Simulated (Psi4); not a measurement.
# CCSD/aug-cc-pVTZ run of H2O (water)

What is the vertical singlet–triplet gap of H2O (water) at CCSD/aug-cc-pVTZ? The job is set up through a Python script.

Program for the calculation: Psi4 1.11.

3 further runs of the same task are left out: 3 set aside as unsound or not needed.

**1. The system as given**

H2O: 3 atoms, total charge 0, spin state singlet. SMILES: `O`. The coordinates come from a PBE0-D4/def2-TZVP relaxation.

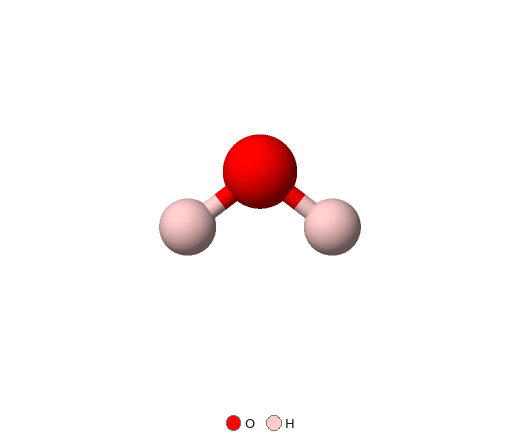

The structure, seen from a chosen angle (oxygen red, hydrogen pink).

**2. The energy at CCSD/aug-cc-pVTZ**

Contents of calc.py:

```python
import psi4

psi4.set_memory(1600000000)
psi4.set_num_threads(1)
psi4.core.set_output_file('h2o.out', False)

m = psi4.geometry("""
0 1
O     -0.57202010     0.37832317    -0.26569549
H      0.88155724     1.03632581     0.59583065
H     -0.30953714    -1.41464898    -0.33013515
units bohr
symmetry c1
no_reorient
no_com
""")

psi4.set_options({
    'basis': 'aug-cc-pVTZ',
    'puream': True,
    'e_convergence': 1e-09,
    'd_convergence': 1e-08,
    'scf_type': 'pk',
    'num_frozen_docc': 1,
})

e_tot = psi4.energy("ccsd")
print(f'ccsd energy: {e_tot:.10f} Eh')
```

Launch:

```console
$ python calc.py
```

h2o.out:

```text
[...]
  Running in c1 symmetry.
[...]
  Nuclear repulsion =    9.171300737834470
[...]
  Multiplicity = 1
[...]
  Nalpha       = 5
  Nbeta        = 5
[...]
    Number of basis functions: 92
[...]
   @RHF iter   1:   -75.97619881325207   -5.01333e-01   5.09196e-03 ADIIS/DIIS
[...]
   @RHF iter  10:   -76.06047549383490   -3.93641e-12   3.03671e-09 DIIS
[...]
    Orbital Energies [Eh]
    ---------------------
    Doubly Occupied:
       1A    -20.567363     2A     -1.352030     3A     -0.717618
       4A     -0.583457     5A     -0.510014
[...]
  @RHF Final Energy:   -76.06047549383490
   => Energetics <=
    Nuclear Repulsion Energy =              9.1713007378344695
    One-Electron Energy =                -123.0025881222576629
    Two-Electron Energy =                  37.7708118905882984
    Total Energy =                        -76.0604754938349004
[...]
 Multipole Moments:
 ------------------------------------------------------------------------------------
     Multipole            Electronic (a.u.)      Nuclear  (a.u.)        Total (a.u.)
 ------------------------------------------------------------------------------------
 L = 1.  Multiply by 2.5417464519 to convert [e a0] to [Debye]
 Dipole X            :          4.6086453           -4.0041407            0.6045046
 Dipole Y            :         -3.0480779            2.6482622           -0.3998157
 Dipole Z            :          2.1406516           -1.8598684            0.2807832
 Magnitude           :                                                    0.7772500
[...]
      * MP2 total energy                      =  -76.328968316096521
[...]
      * CCSD total energy                     =  -76.333658632868108
```

On the terminal:

```text
ccsd energy: -76.3336586329 Eh
```

Run time: 19 s. Hardware: 1 thread of Intel Xeon Platinum 8259CL at 2.50GHz (Skylake/Cascade Lake), shared host; peak memory 1.1 GiB.

**3. The triplet, same level**

Contents of h2o.py:

```python
import psi4

psi4.set_memory(1600000000)
psi4.set_num_threads(1)
psi4.core.set_output_file('output.dat', False)

geom = psi4.geometry("""
0 3
O
H 1 0.959561
H 1 0.959519 2 105.05009
symmetry c1
no_reorient
no_com
""")

options = {'basis': 'aug-cc-pVTZ', 'reference': 'uhf', 'puream': True, 'e_convergence': 1e-09, 'd_convergence': 1e-08, 'scf_type': 'pk', 'num_frozen_docc': 1, 'maxiter': 100}
psi4.set_options(options)

result, w = psi4.energy('ccsd', return_wfn=True)
print(f'total energy {result:.8f} hartree = {result * 27.211386:.5f} eV')
```

Launch:

```console
$ python h2o.py
```

output.dat:

```text
[...]
  Running in c1 symmetry.
[...]
  Nuclear repulsion =    9.171301060888933
[...]
  Multiplicity = 3
[...]
  Nalpha       = 6
  Nbeta        = 4
[...]
    Number of basis functions: 92
[...]
   @UHF iter   1:   -75.81289818371434   -3.38032e-01   2.35444e-03 DIIS/ADIIS
[...]
   @UHF iter  11:   -75.84153802341909   -6.00267e-11   8.08661e-09 DIIS
[...]
   @S^2 Observed:                2.006370382E+00
[...]
    Orbital Energies [Eh]
    ---------------------
    Alpha Occupied:
       1A    -20.846602     2A     -1.647698     3A     -0.940674
       4A     -0.862842     5A     -0.835756     6A     -0.187815
    Alpha Virtual:
       7A      0.024690     8A      0.073686     9A      0.094401
      10A      0.115231    11A      0.133824    12A      0.178296
      13A      0.205985    14A      0.226656    15A      0.247712
      16A      0.249254    17A      0.347608    18A      0.362825
      19A      0.398438    20A      0.524764    21A      0.574597
      22A      0.619647    23A      0.629273    24A      0.635116
      25A      0.752681    26A      0.759141    27A      0.779768
[...]
  @UHF Final Energy:   -75.84153802341909
   => Energetics <=
    Nuclear Repulsion Energy =              9.1713010608889327
    One-Electron Energy =                -120.7647775183109360
    Two-Electron Energy =                  35.7519384340028950
    Total Energy =                        -75.8415380234191048
  UHF NO Occupations:
  HONO-2 :    4  A 1.9976154
  HONO-1 :    5  A 1.0000000
[...]
 Multipole Moments:
 ------------------------------------------------------------------------------------
     Multipole            Electronic (a.u.)      Nuclear  (a.u.)        Total (a.u.)
 ------------------------------------------------------------------------------------
 L = 1.  Multiply by 2.5417464519 to convert [e a0] to [Debye]
 Dipole X            :          1.2715733           -0.7711998            0.5003735
 Dipole Y            :          0.9751836           -0.5912620            0.3839217
 Dipole Z            :         -0.0000000            0.0000000           -0.0000000
 Magnitude           :                                                    0.6306897
[...]
      * MP2 total energy                      =  -76.053949244113483
[...]
      * CCSD total energy                     =  -76.069789323930451
```

On the terminal:

```text
total energy -76.06978932 hartree = -2069.96440 eV
```

It took 41 s on 1 thread of Intel Xeon Platinum 8259CL at 2.50GHz (Skylake/Cascade Lake), shared host; peak memory 1.1 GiB.

**4. What came out**

Level: CCSD/aug-cc-pVTZ, 1 core orbital frozen.

```
                                                           quantity         value
                                              singlet: total energy  -76.33366 Eh
                       singlet: HOMO energy (Hartree–Fock orbitals)     -13.88 eV
                       singlet: LUMO energy (Hartree–Fock orbitals)       0.80 eV
                     singlet: HOMO–LUMO gap (Hartree–Fock orbitals)      14.68 eV
                singlet: correlation energy (1 core orbital frozen)    -273.2 mEh
                                             singlet: T1 diagnostic         0.010
                                              triplet: total energy  -76.06979 Eh
triplet: HOMO energy (Hartree–Fock orbitals) (highest over α and β)      -5.11 eV
 triplet: LUMO energy (Hartree–Fock orbitals) (lowest over α and β)      -1.76 eV
                triplet: correlation energy (1 core orbital frozen)    -228.3 mEh
                         triplet: ⟨S²⟩ of the reference determinant         2.006
                                             triplet: T1 diagnostic         0.025
                   vertical energy of the triplet above the singlet      7.180 eV
```

**Reading.** At this shape the triplet lies 7.18 eV (693 kJ/mol) above the singlet.
